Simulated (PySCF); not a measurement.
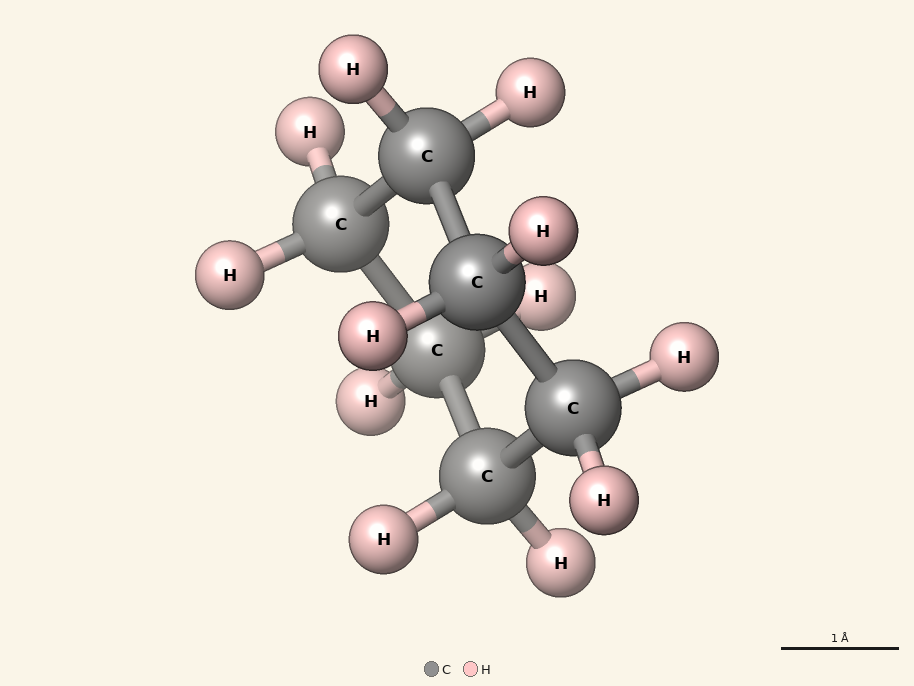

Depth is shown by fading: the farther an atom, the more it takes the colour of the background. The computed structure is the end point of a PBE0-D3(BJ)/def2-SVP optimisation. No frequency run is at hand to confirm it as a minimum. Masses are those of the most abundant isotopes; constants are for the rigid equilibrium geometry.

What kind of rotor is it, and what are its rotational constants in cm⁻¹?

Answer. An oblate symmetric top (D3d): A = B = 0.144, C = 0.0824 cm⁻¹.
